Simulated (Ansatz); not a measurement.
# CH5NZn···H2: what the fields show

The calculation's input:

```
crystal:
  periodic: [false, false, false]
  atoms:
    - {symbol: Zn, position_ang: [0.332032, 0.001545, 0.568620]}
    - {symbol: H, position_ang: [-1.860572, -0.922312, -3.233686]}
    - {symbol: C, position_ang: [0.815399, 1.638583, 1.462486]}
    - {symbol: H, position_ang: [-1.483196, -1.014760, -2.591142]}
    - {symbol: N, position_ang: [-0.183064, -1.475955, -0.371764]}
    - {symbol: H, position_ang: [1.298516, 2.330600, 0.768660]}
    - {symbol: H, position_ang: [-0.071385, 2.133081, 1.866350]}
    - {symbol: H, position_ang: [1.503485, 1.449155, 2.289048]}
    - {symbol: H, position_ang: [0.531345, -2.055912, -0.788712]}
    - {symbol: H, position_ang: [-0.882461, -2.084125, 0.030139]}
basis:
  gaussian: {orbitals: def2-TZVPP}
hamiltonian: {xc: pbe0, dispersion: d4}
output: {orbitals: {seedname: orbitals}}
```

Launched as:

```sh
ansatz run in.yaml --threads 4 --pin off --events-out ev --progress --plain --max-ram 9574MiB
```

The product side of a reaction path; geometry: PBE0-D4/def2-TZVP.

Method: RKS PBE0-D4/def2-TZVPP in Ansatz 0.2.0.

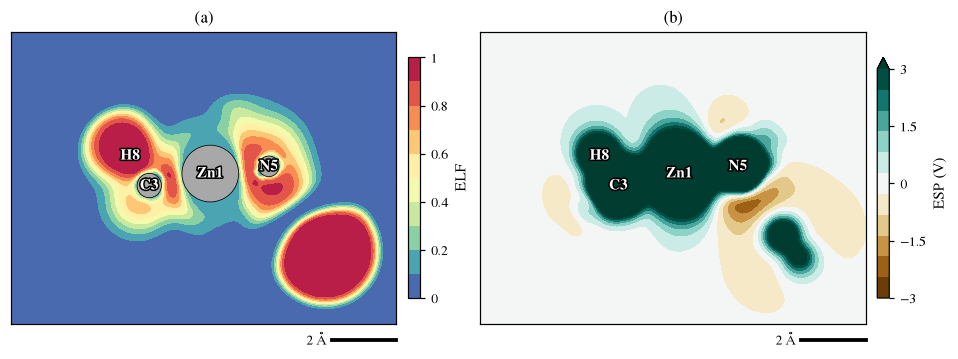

Figure 1. (a) ELF; (b) electrostatic potential on the plane of atoms Zn1, C3 and H8. Grey discs cover the atomic cores in the ELF map.

> What do the fields say about this system?

The plane passes through Zn, C, N and H nuclei.
Zn–N (1.83 Å): the ELF peaks at about 0.90 in the valence shell of N, 0.6 Å from its nucleus, and is about 0.30 at the midpoint.
C–Zn (1.93 Å): the ELF peaks at about 0.90 in the valence shell of C, 0.7 Å from its nucleus, and is about 0.45 at the midpoint.
C–H (1.09 Å): the ELF climbs to about 1 towards the hydrogen, as it does in any bond to H: an ordinary covalent bond to hydrogen.
The ELF also peaks beside N5, away from the bonds: lone-pair regions.
Outside the dense part of the complex the potential is most negative (−2.2 V) near N5.

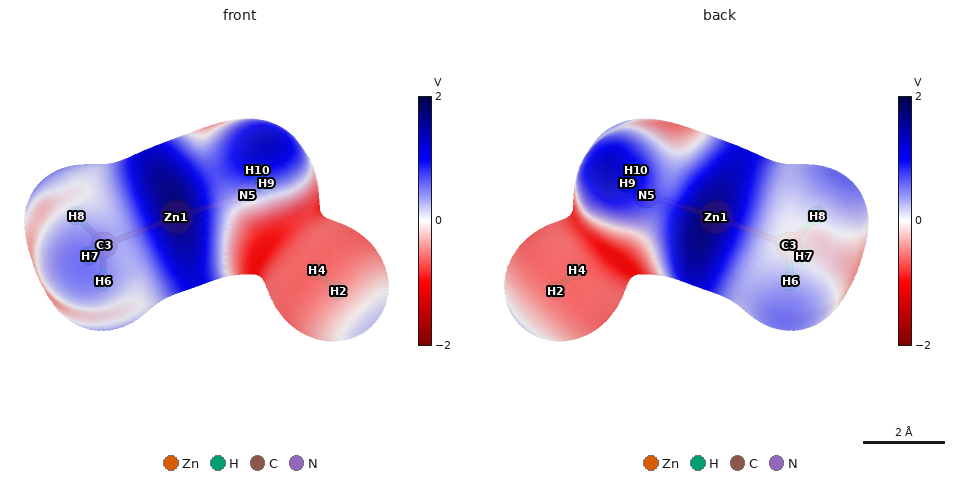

Figure 2. The molecular electrostatic potential painted on the density surface at 0.002 e/bohr³, seen from the front and from behind; the colour scale runs from red (negative) to blue (positive).

> Describe the electrostatic potential map.

The most negative region (about −1.0 V) lies over the gap between the two molecules, near H4 and N5, the most positive (about +1.7 V) over Zn1.

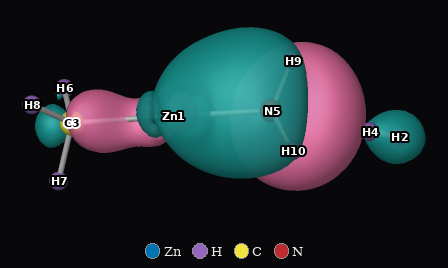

Figure 3. The HOMO at ±0.08 Å⁻³ᐟ² (teal and pink are the two phases), seen from one side.

> Where does this orbital lie, and at what energy?

By Hirshfeld shares it lies mainly on N5 (about 70 %) and Zn1 (about 10 %); largely a lone pair of N5. Its energy is −6.71 eV.
